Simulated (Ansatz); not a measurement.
Run report: TiNH4Cl3O, geometry relaxation (part 1 of 2)

The run: geometry relaxation of TiNH4Cl3O. Method and program: RKS PBE0/def2-SVP (Ansatz 0.2.0).

The input holds or restrains some coordinates. It belongs to a series of runs on one base structure; here: pulled along the bonds that form and break, towards end B. Figures and captions count atoms from 1; the log counts them from 0 in places.

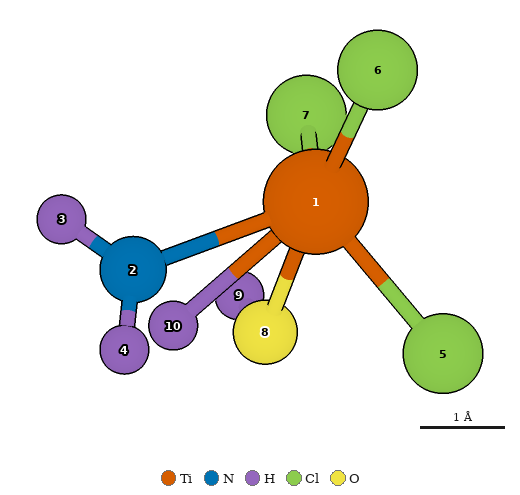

The starting structure (ball-and-stick view, seen at a tilt; atoms are numbered from 1 in the order of the input). Sticks mark near contacts. Bond lengths as drawn: Cl–Ti 2.37 Å, H–N 1.06 Å, H–O 1.01 Å, H–Ti 2.33 Å, N–Ti 2.41 Å and O–Ti 2.22 Å.

Input file
```yaml
crystal:
  periodic: [false, false, false]
  atoms:
    - { symbol: Ti, position_ang: [0.0, 0.0, 0.0] }
    - { symbol: "N", position_ang: [0.0, 0.0, 2.41] }
    - { symbol: H, position_ang: [-0.877, -0.2713, 2.94] }
    - { symbol: H, position_ang: [0.877, 0.2713, 2.94] }
    - { symbol: Cl, position_ang: [2.2349, 0.0, -0.7892] }
    - { symbol: Cl, position_ang: [-1.1163, 1.9339, -0.7892] }
    - { symbol: Cl, position_ang: [-1.1163, -1.9339, -0.7892] }
    - { symbol: O, position_ang: [1.1587, -1.7595, 0.7] }
    - { symbol: H, position_ang: [0.5923, -2.5915, 0.6155] }
    - { symbol: H, position_ang: [0.7357, -1.1172, 1.9025] }
basis:
  gaussian: { orbitals: def2-SVP }
hamiltonian:
  xc: pbe0
relax:
  f_tol: 0.15
  max_steps: 25
  restrain:
    - { distance: [0, 7], at: 1.92, k: 30.0 }
    - { distance: [9, 1], at: 1.06, k: 30.0 }
    - { distance: [0, 1], at: 3.26, k: 30.0 }
    - { distance: [9, 7], at: 2.21, k: 30.0 }
output:
  orbitals: {}
```

Launch command:
```bash
ansatz run input.yaml --threads 4 --pin off --max-ram 5120MiB --backend cpu --events-out ev --progress --plain --runs-dir out
```

The program's output
```
The last accepted step is kept in [file] (removed where the run ends without a failure and the disk answers)
Engine: ansatz 0.2.0, aarch64-unknown-linux-gnu
Functional definition: PBE0
  parameter a = 0.25
  parameter kappa = 0.804
  parameter beta = 0.06672455060314922
  exchange = (1 - a)*pbe_x(kappa = kappa, mu = beta*pi^2/3) + a*exact_x
  correlation = pbe_c(beta = beta)
1432 factors; integrals over basis functions are off by at most 3.8e-4 eV
mean field evaluation 1: about -64234.5966 eV, gradient 7.5e1 eV
mean field evaluation 2: about -63580.1078 eV, gradient 4.3e2 eV
mean field evaluation 4: about -64246.4167 eV, gradient 3.7e1 eV
mean field evaluation 8: about -64249.3340 eV, gradient 1.3e0 eV
mean field evaluation 16: about -64249.3961 eV, gradient 3.1e-3 eV
mean field -64249.39613760 eV, -2361.1217582518 hartree, gradient 2.8e-5 eV, S^2 0.000000; 0 other end points of the search recorded, 0 dependent functions left out
the calculation of the forces begins
reference -64249.39621431 eV, -2361.1217610709 hartree; 46, 46 occupied and 87, 87 virtual orbitals, 1432 factors
relax step   1: F+E_penalty+E_count = -64249.39613760 eV  Δ(F+E_penalty+E_count) = +0.000e0 eV  max|allowed force component| = 2.203e0 eV/Å  E_restraint = 23.43582937 eV  max|allowed force component, restraints' pulls added| = 2.293e1 eV/Å  Δτ_max = 0.0000 Å  (37 SCF iters, accepted)
  distance Ti 0 - O 7 = 2.2200 Å
  distance H 9 - N 1 = 1.4307 Å
  distance Ti 0 - N 1 = 2.4100 Å
  distance H 9 - O 7 = 1.4274 Å
these checks for a lower state are left out or cut short: starts, cluster_reference, orbital_swaps, neighbouring_geometries, increment
1432 factors; integrals over basis functions are off by at most 5.4e-4 eV
mean field -64249.74543231 eV, -2361.1345945956 hartree, gradient 1.3e-5 eV, S^2 0.000000; 0 other end points of the search recorded, 0 dependent functions left out
[... from here on the field's lines of each further geometry are left out, up to the last ...]
relax step   2: F+E_penalty+E_count = -64249.74543231 eV  Δ(F+E_penalty+E_count) = -3.493e-1 eV  max|allowed force component| = 4.547e0 eV/Å  E_restraint = 9.76632789 eV  max|allowed force component, restraints' pulls added| = 1.611e1 eV/Å  Δτ_max = 0.1944 Å  (46 SCF iters, accepted)
relax step   3: F+E_penalty+E_count = -64250.26561297 eV  Δ(F+E_penalty+E_count) = -5.202e-1 eV  max|allowed force component| = 3.683e0 eV/Å  E_restraint = 2.56440513 eV  max|allowed force component, restraints' pulls added| = 7.186e0 eV/Å  Δτ_max = 0.1949 Å  (44 SCF iters, accepted)
relax step   4: F+E_penalty+E_count = -64251.05844686 eV  Δ(F+E_penalty+E_count) = -7.928e-1 eV  max|allowed force component| = 2.326e0 eV/Å  E_restraint = 0.14565004 eV  max|allowed force component, restraints' pulls added| = 1.732e0 eV/Å  Δτ_max = 0.1992 Å  (43 SCF iters, accepted)
relax step   5: F+E_penalty+E_count = -64251.40323189 eV  Δ(F+E_penalty+E_count) = -3.448e-1 eV  max|allowed force component| = 2.193e0 eV/Å  E_restraint = 0.09413004 eV  max|allowed force component, restraints' pulls added| = 1.623e0 eV/Å  Δτ_max = 0.2000 Å  (37 SCF iters, accepted)
relax step   6: F+E_penalty+E_count = -64252.04966769 eV  Δ(F+E_penalty+E_count) = -6.464e-1 eV  max|allowed force component| = 1.972e0 eV/Å  E_restraint = 0.06322483 eV  max|allowed force component, restraints' pulls added| = 1.662e0 eV/Å  Δτ_max = 0.1946 Å  (42 SCF iters, accepted)
relax step   7: F+E_penalty+E_count = -64252.45739568 eV  Δ(F+E_penalty+E_count) = -4.077e-1 eV  max|allowed force component| = 1.335e0 eV/Å  E_restraint = 0.06514342 eV  max|allowed force component, restraints' pulls added| = 4.227e-1 eV/Å  Δτ_max = 0.1955 Å  (41 SCF iters, accepted)
relax step   8: F+E_penalty+E_count = -64252.70871107 eV  Δ(F+E_penalty+E_count) = -2.513e-1 eV  max|allowed force component| = 1.368e0 eV/Å  E_restraint = 0.05545518 eV  max|allowed force component, restraints' pulls added| = 3.989e-1 eV/Å  Δτ_max = 0.1910 Å  (41 SCF iters, accepted)
relax step   9: F+E_penalty+E_count = -64252.86197881 eV  Δ(F+E_penalty+E_count) = -1.533e-1 eV  max|allowed force component| = 1.166e0 eV/Å  E_restraint = 0.06155657 eV  max|allowed force component, restraints' pulls added| = 2.808e-1 eV/Å  Δτ_max = 0.1996 Å  (41 SCF iters, accepted)
relax step  10: F+E_penalty+E_count = -64252.91333469 eV  Δ(F+E_penalty+E_count) = -5.136e-2 eV  max|allowed force component| = 1.277e0 eV/Å  E_restraint = 0.05867466 eV  max|allowed force component, restraints' pulls added| = 3.553e-1 eV/Å  Δτ_max = 0.1767 Å  (35 SCF iters, accepted)
relax step  11: F+E_penalty+E_count = -64252.95885220 eV  Δ(F+E_penalty+E_count) = -4.552e-2 eV  max|allowed force component| = 1.607e0 eV/Å  E_restraint = 0.05489271 eV  max|allowed force component, restraints' pulls added| = 1.095e0 eV/Å  Δτ_max = 0.1966 Å  (34 SCF iters, accepted)
relax step  12: F+E_penalty+E_count = -64253.04781370 eV  Δ(F+E_penalty+E_count) = -8.896e-2 eV  max|allowed force component| = 1.337e0 eV/Å  E_restraint = 0.05742814 eV  max|allowed force component, restraints' pulls added| = 2.095e-1 eV/Å  Δτ_max = 0.2000 Å  (41 SCF iters, accepted)
relax step  13: F+E_penalty+E_count = -64253.09136428 eV  Δ(F+E_penalty+E_count) = -4.355e-2 eV  max|allowed force component| = 1.771e0 eV/Å  E_restraint = 0.05121342 eV  max|allowed force component, restraints' pulls added| = 5.935e-1 eV/Å  Δτ_max = 0.1952 Å  (34 SCF iters, accepted)
relax step  14: F+E_penalty+E_count = -64253.14631766 eV  Δ(F+E_penalty+E_count) = -5.495e-2 eV  max|allowed force component| = 1.580e0 eV/Å  E_restraint = 0.05100015 eV  max|allowed force component, restraints' pulls added| = 6.090e-1 eV/Å  Δτ_max = 0.1939 Å  (41 SCF iters, accepted)
relax step  15: F+E_penalty+E_count = -64253.22699540 eV  Δ(F+E_penalty+E_count) = -8.068e-2 eV  max|allowed force component| = 1.602e0 eV/Å  E_restraint = 0.07782620 eV  max|allowed force component, restraints' pulls added| = 1.900e-1 eV/Å  Δτ_max = 0.2000 Å  (40 SCF iters, accepted)
relax step  16: F+E_penalty+E_count = -64253.24087469 eV  Δ(F+E_penalty+E_count) = -1.388e-2 eV  max|allowed force component| = 1.736e0 eV/Å  E_restraint = 0.07220864 eV  max|allowed force component, restraints' pulls added| = 3.165e-2 eV/Å  Δτ_max = 0.1628 Å  (34 SCF iters, accepted)
relax step  17: F+E_penalty+E_count = -64253.20929680 eV  Δ(F+E_penalty+E_count) = +3.158e-2 eV  max|allowed force component| = 1.672e0 eV/Å  E_restraint = 0.06478281 eV  max|allowed force component, restraints' pulls added| = 9.160e-1 eV/Å  Δτ_max = 0.1952 Å  (34 SCF iters, rejected (line search))
relax step  18: F+E_penalty+E_count = -64253.24380854 eV  Δ(F+E_penalty+E_count) = -2.934e-3 eV  max|allowed force component| = 1.695e0 eV/Å  E_restraint = 0.07270547 eV  max|allowed force component, restraints' pulls added| = 2.575e-1 eV/Å  Δτ_max = 0.0950 Å  (34 SCF iters, accepted)
the calculation of the forces begins
reference -64253.24348824 eV, -2361.2631457802 hartree; 46, 46 occupied and 87, 87 virtual orbitals, 1432 factors
relax step  19: F+E_penalty+E_count = -64253.24341263 eV  Δ(F+E_penalty+E_count) = +3.959e-4 eV  max|allowed force component| = 1.692e0 eV/Å  E_restraint = 0.07201895 eV  max|allowed force component, restraints' pulls added| = 1.384e-1 eV/Å  Δτ_max = 0.0501 Å  (35 SCF iters, accepted)
  distance Ti 0 - O 7 = 1.8565 Å
  distance H 9 - N 1 = 1.0378 Å
  distance Ti 0 - N 1 = 3.2436 Å
  distance H 9 - O 7 = 2.2134 Å
1432 factors; integrals over basis functions are off by at most 8.5e-4 eV
mean field evaluation 160: about -64253.1967 eV, gradient 2.2e-1 eV
```

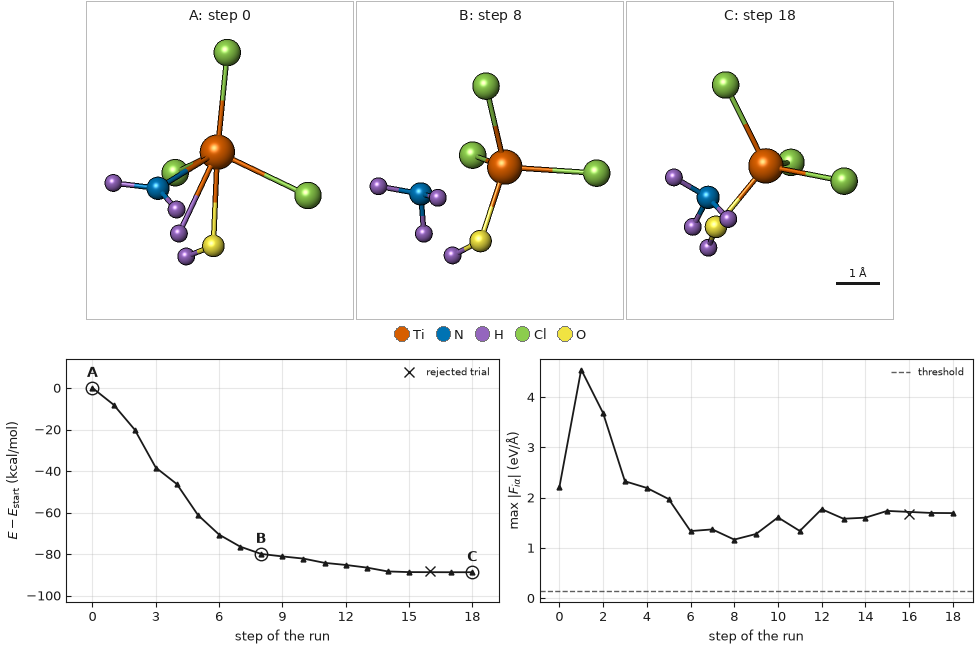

Frames of the restrained relaxation (ball-and-stick view, seen at a tilt) above the curves, on which the letters mark them (the first geometry is step 0 here and step 1 in the log).

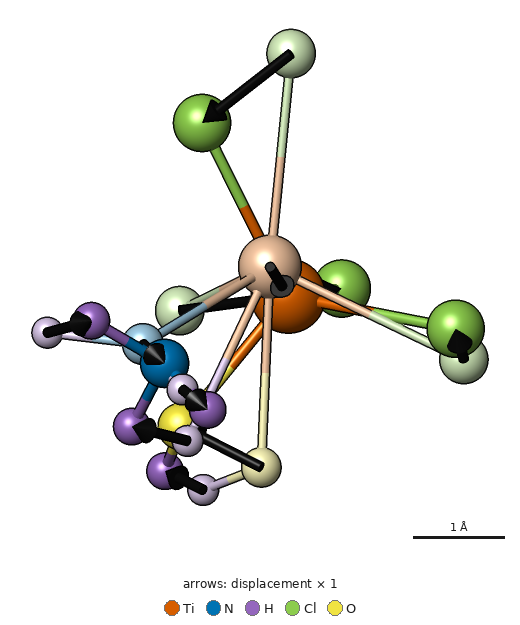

Start (faint) and end (solid) with the displacements as black arrows, at true length (ball-and-stick view, seen at a tilt). The two geometries are laid on each other by the best rigid fit. After 18 geometry steps the energy has fallen by 88.7 kcal/mol. The largest force component goes from 2.2 to 1.7 eV/Å. The line search rejected the trial step at point 16 (counted from 0) and went back. The atom that moves furthest after the best rigid fit is Cl7 (1.91 Å). By element the largest moves are Cl 1.91 Å, O 1.08 Å, H 1.04 Å, Ti 0.74 Å, N 0.55 Å. Distances before and after: Ti1–N2 2.410 → 3.244 Å, Ti1–H10 2.326 → 3.120 Å, N2–H10 1.431 → 1.038 Å, Ti1–O8 2.220 → 1.857 Å. New bonds form: N2–H10 (1.43 → 1.04 Å). Bonds break: Ti1–N2 (2.41 → 3.24 Å). Among the angles that change: Cl6–Ti1–O8 176.6° → 113.5°, Cl5–Ti1–O8 67.2° → 113.7°, Cl7–Ti1–O8 72.8° → 102.3°. (Atoms are counted from 1 in the order of the input.)

```
mean field -64253.24341263 eV, -2361.2631430017 hartree, gradient 1.0e-5 eV, S^2 0.000000; 1 other end points of the search recorded, 0 dependent functions left out
the calculation of the forces begins
reference -64253.24348824 eV, -2361.2631457802 hartree; 46, 46 occupied and 87, 87 virtual orbitals, 1432 factors
Total energy: -64253.24348824 eV, -2361.2631457802 hartree
Atom 0 at     0.095715    -0.567993    -0.466054 Å, force     0.140505    -1.312909     1.692414 eV/Å
Atom 1 at     0.447162     0.199923     2.665717 Å, force    -0.021395    -0.763173    -0.363173 eV/Å
Atom 2 at    -0.303003     0.483490     3.297227 Å, force     0.092150    -0.026666    -0.096885 eV/Å
Atom 3 at     1.330206     0.490510     3.087617 Å, force    -0.118334    -0.054320    -0.054529 eV/Å
Atom 4 at     1.947811     0.555222    -0.665554 Å, force    -0.028168    -0.010861     0.026109 eV/Å
Atom 5 at    -1.674040     0.669747    -0.201258 Å, force     0.034420    -0.034797    -0.040436 eV/Å
Atom 6 at    -0.153686    -1.599708    -2.363648 Å, force    -0.017770     0.025480     0.038831 eV/Å
Atom 7 at     0.201069    -1.975518     0.739978 Å, force    -0.108396     1.419581    -1.315905 eV/Å
Atom 8 at     0.154414    -2.886938     0.423787 Å, force     0.000823    -0.016283    -0.013067 eV/Å
Atom 9 at     0.443352    -0.836935     2.622589 Å, force     0.026165     0.773947     0.126640 eV/Å
Dipole moment:     0.055360    -0.394513     0.518080 e Å
```

Trajectory as extended XYZ (Å, eV, eV/Å), 19 frames, from step=1 to step=19
```
10
Properties=species:S:1:pos:R:3:forces:R:3 step=1 energy=-64249.39614
Ti    0.0000    0.0000    0.0000    1.9171  -2.0993   0.3791
N     0.0000    0.0000    2.4100    1.8072  -2.2033  -2.1667
H    -0.8770   -0.2713    2.9400    1.7072   0.5758  -0.4832
H     0.8770    0.2713    2.9400   -1.9184   0.2429  -0.3109
Cl    2.2349    0.0000   -0.7892   -2.0385   1.3235   0.0488
Cl   -1.1163    1.9339   -0.7892    0.9930  -1.7877   0.7783
Cl   -1.1163   -1.9339   -0.7892   -0.0656   1.9418   0.1251
O     1.1587   -1.7595    0.7000   -2.0943  -0.0824   2.1922
H     0.5923   -2.5915    0.6155    0.9443   1.6367   0.2311
H     0.7357   -1.1172    1.9025   -1.2520   0.4520  -0.7938
10
Properties=species:S:1:pos:R:3:forces:R:3 step=2 energy=-64249.74543
Ti    0.0559   -0.0769   -0.1696    1.8499  -2.2945   1.0192
N     0.0342   -0.0590    2.5284    2.2986  -3.3751  -4.5468
H    -0.8718   -0.2703    2.9579    0.8956   0.1882   0.5116
H     0.8782    0.2819    2.9650   -0.6372   1.0166   1.1370
Cl    2.2226    0.0175   -0.7967   -1.1824   1.4474  -0.5050
Cl   -1.1021    1.9087   -0.7807    0.9611  -1.7028   0.6017
Cl   -1.1229   -1.9191   -0.7943   -0.5301   1.3973  -0.4024
O     1.1441   -1.7549    0.5813   -1.7735   0.2086   1.2530
H     0.5955   -2.5840    0.6142    0.5919   1.1932  -0.0727
H     0.6554   -1.0121    2.0349   -2.4739   1.9211   1.0042
10
Properties=species:S:1:pos:R:3:forces:R:3 step=3 energy=-64250.26561
Ti    0.1145   -0.1615   -0.3063    1.1812  -1.7248   1.6327
N     0.0665   -0.1138    2.6161    1.0648  -1.5908  -3.6829
H    -0.8660   -0.2712    2.9754    0.5018   0.2090   0.7606
H     0.8810    0.3085    2.9975   -0.2132   1.4780   1.5380
Cl    2.2164    0.0439   -0.8138   -0.0347   1.5236  -0.9789
Cl   -1.0847    1.8782   -0.7722    0.9977  -1.7456   0.4937
Cl   -1.1394   -1.9043   -0.8089   -1.0973   0.6606  -0.8303
O     1.1273   -1.7532    0.4550   -1.3835   0.4139   1.0154
H     0.5987   -2.5713    0.6091    0.3293   0.9132  -0.2281
H     0.5747   -0.9235    2.1885   -1.3463  -0.1370   0.2798
10
Properties=species:S:1:pos:R:3:forces:R:3 step=4 energy=-64251.05845
Ti    0.1870   -0.2792   -0.4497    0.6620  -0.9592   1.8746
N     0.0733   -0.1319    2.7152    2.3129  -0.3508  -2.3257
H    -0.8656   -0.2411    3.0425   -0.0797   0.3067   0.8508
H     0.8680    0.4103    3.0874   -1.5501   0.1628   0.4656
Cl    2.2446    0.1599   -0.9189    0.2800   0.9825  -0.9851
Cl   -1.0029    1.7347   -0.7430    0.7789  -1.3964   0.3664
Cl   -1.2484   -1.8746   -0.9082   -0.7351   0.2277  -0.8012
O     1.1111   -1.7413    0.3806   -1.0110   0.8657   0.4994
H     0.5902   -2.5345    0.5867    0.0066   0.2740  -0.1543
H     0.5317   -0.9705    2.3476   -0.6645  -0.1129   0.2096
```
